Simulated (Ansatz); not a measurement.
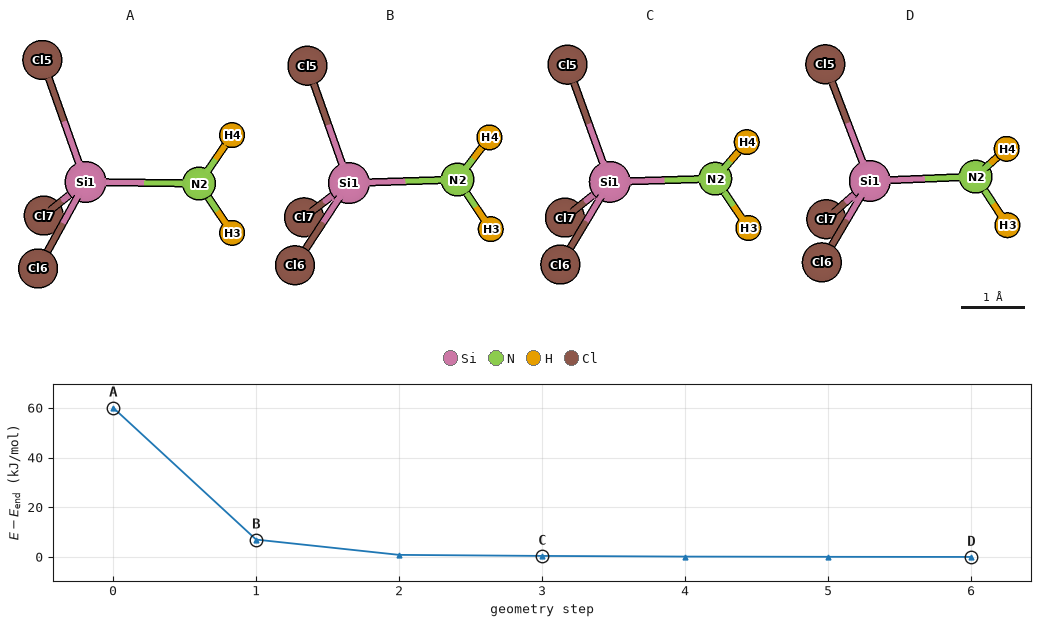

Frames of a relaxation of SiNH2Cl3, marked on the history of the run. A ball-and-stick model, seen from a free direction.

The run prepares the start of a later molecular dynamics calculation, from a guessed geometry.

These are results of RHF/cc-pVDZ in Ansatz 0.2.0, not measurements.

The input:
```yaml
crystal:
  periodic: [false, false, false]
  atoms:
    - { symbol: Si, position_ang: [0.0, 0.0, 0.0] }
    - { symbol: "N", position_ang: [0.0, 0.0, 1.82] }
    - { symbol: H, position_ang: [-0.877, -0.2713, 2.35] }
    - { symbol: H, position_ang: [0.877, 0.2713, 2.35] }
    - { symbol: Cl, position_ang: [2.0086, 0.0, -0.7093] }
    - { symbol: Cl, position_ang: [-1.0032, 1.7381, -0.7093] }
    - { symbol: Cl, position_ang: [-1.0032, -1.7381, -0.7093] }
basis:
  gaussian: { orbitals: cc-pVDZ }
hamiltonian:
  xc: hf
relax:
  f_tol: 0.02
  max_steps: 40
output:
  orbitals: {}
```

Run as
```bash
ansatz run input.yaml --threads 1 --pin off --max-ram 2048MiB --backend cpu --events-out ev --progress --plain --runs-dir out
```

Describe the path.

The atom that moves furthest after the best rigid fit is H4 (0.27 Å). By element the largest moves are H 0.27 Å, N 0.17 Å, Cl 0.12 Å, Si 0.07 Å. Near-neighbour distances that change, for instance: Si1–N2 1.820 → 1.699 Å, Si1–Cl5 2.130 → 2.055 Å, Si1–Cl6 2.128 → 2.069 Å, N2–H3 1.060 → 1.003 Å. Among the angles between lasting bonds that change: H3–N2–H4 120.0° → 111.6°, N2–Si1–Cl6 109.5° → 115.0°, Cl5–Si1–Cl6 109.5° → 107.0°. The energy falls by 60.1 kJ/mol in 6 geometry steps. The largest force component goes from 2.3 to 0.0065 eV/Å. From step 0 to 1: Cl5 moves most (0.12 Å), energy −53.1 kJ/mol. From step 1 to 3: H4 moves most (0.10 Å), energy −6.58 kJ/mol. From step 3 to 6: H4 moves most (0.14 Å), energy −0.41 kJ/mol.

| step | E − E(0), kJ/mol | largest force component, eV/Å |
| --- | --- | --- |
| 0 | 0.00 | 2.3208 |
| 1 | -53.11 | 1.2779 |
| 2 | -59.26 | 0.1349 |
| 3 | -59.68 | 0.0620 |
| 4 | -59.95 | 0.2398 |
| 5 | -60.05 | 0.1966 |
| 6 | -60.09 | 0.0065 |

Limits of the set-up: Hartree-Fock leaves out electron correlation.
